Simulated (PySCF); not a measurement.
**C$_{4}$H$_{6}$F$_{3}$Si (SMILES C[Si](C)C(F)=C(F)F) (doublet): density, localisation and related maps**

```yaml
atoms:
  - { symbol: C, position_ang: [-0.7760, 1.6971, 0.1440] }
  - { symbol: Si, position_ang: [-0.4333, -0.0321, -0.5523] }
  - { symbol: C, position_ang: [-1.6777, -1.3831, -0.0714] }
  - { symbol: C, position_ang: [1.3075, -0.6464, -0.2107] }
  - { symbol: F, position_ang: [1.4861, -1.9873, -0.3188] }
  - { symbol: C, position_ang: [2.4098, 0.0933, -0.0619] }
  - { symbol: F, position_ang: [3.6660, -0.3356, 0.0288] }
  - { symbol: F, position_ang: [2.3657, 1.4243, 0.0435] }
  - { symbol: H, position_ang: [-0.0549, 2.4264, -0.2099] }
  - { symbol: H, position_ang: [-0.7296, 1.6877, 1.2313] }
  - { symbol: H, position_ang: [-1.7664, 2.0374, -0.1421] }
  - { symbol: H, position_ang: [-1.3511, -2.3589, -0.4189] }
  - { symbol: H, position_ang: [-1.7886, -1.4363, 1.0106] }
  - { symbol: H, position_ang: [-2.6582, -1.1869, -0.4944] }
```

Geometry: GFN2-xTB.

Theory: UKS B3LYP, pcH-1 on C F H Si, non-relativistic, mean-field spin-orbit, GIAO (PySCF 2.14.0, density-fitted response routines).

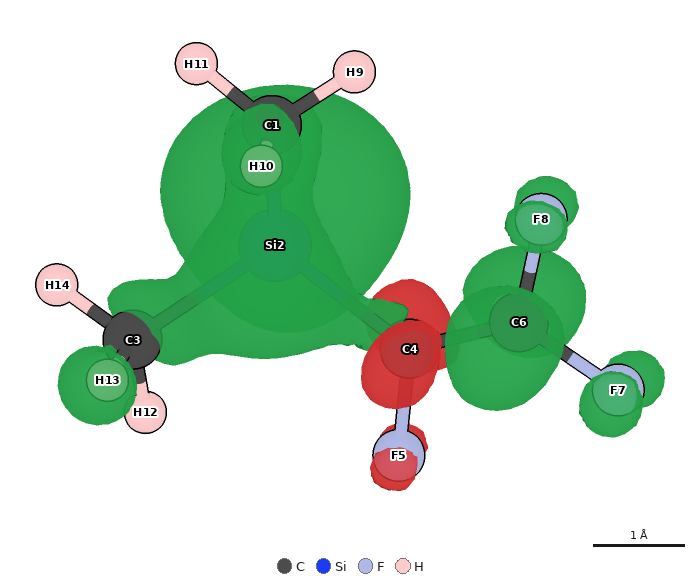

Figure 1. Isosurfaces of the spin density (α minus β) at +0.015 (green) and −0.015 e/Å³ (red), seen at a tilt.

Which atoms carry the spin?

The unpaired spin (1 electron) lies mostly on Si2 (about 0.7) and C6 (about 0.1), in electrons by Hirshfeld's partition.

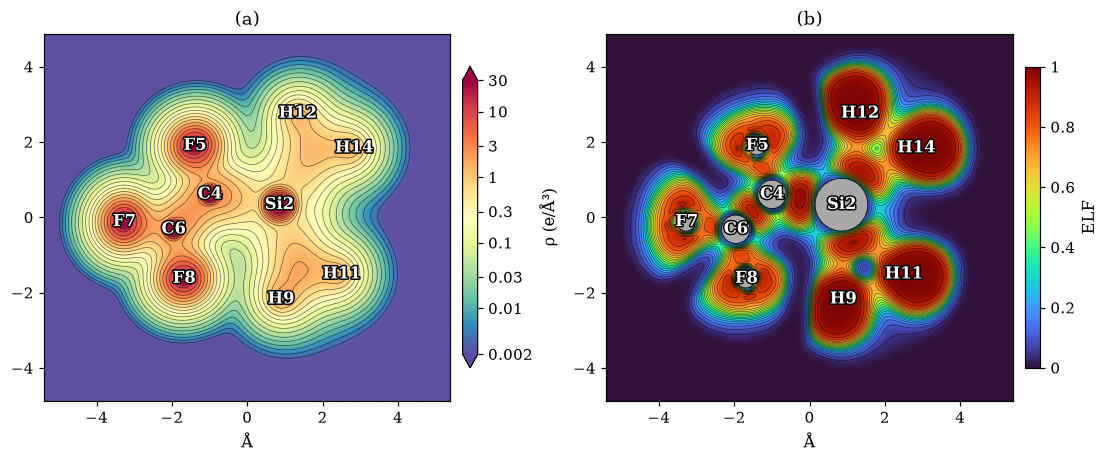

Figure 2. (a) total electron density; (b) ELF on the plane of atoms F7, C6 and F8. Grey discs cover the atomic cores in the ELF map.

Read the bonding off the picture.

- The plane passes through Si, C, F and H nuclei.
- C–F (1.33 Å): the density is about 2.4 e/Å³ at the midpoint; the ELF peaks at about 0.85 between the atoms, as expected for a polar covalent bond.
- C–C (1.34 Å): ρ at the midpoint is about 2.3 e/Å³; the ELF peaks at about 0.95 between the atoms; a multiple bond.
- C–Si (1.88 Å): the density is about 0.93 e/Å³ at the midpoint; the ELF peaks at about 0.95 between the atoms, as expected for a shared electron pair.
- The ELF also peaks beside F8, F7 and F5, away from the bonds: non-bonding electrons, paired or unpaired.

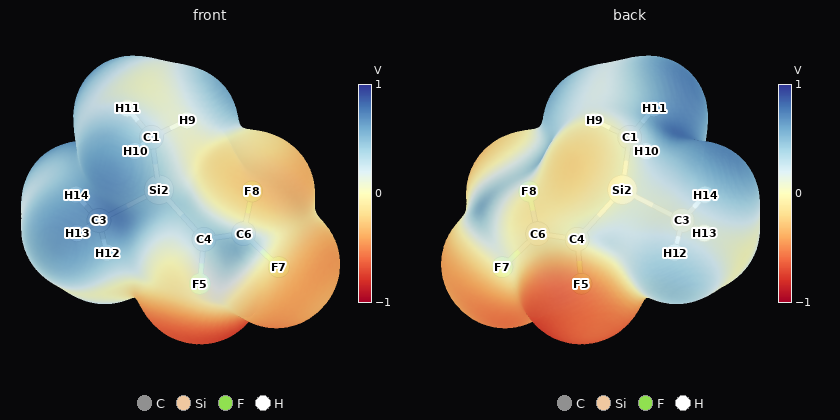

Figure 3. The molecular electrostatic potential painted on the density surface at 0.001 e/bohr³, seen from the front and from behind; the colour scale runs from red (negative) to blue (positive).

Which sites attract a positive test charge, and which a negative one?

A positive charge is drawn to the negative regions and a negative charge to the positive ones. The most negative region (about −0.7 V, or −16 kcal/mol for a unit charge) lies over F5, the most positive (about +0.8 V, or +18 kcal/mol for a unit charge) over Si2 and H11.
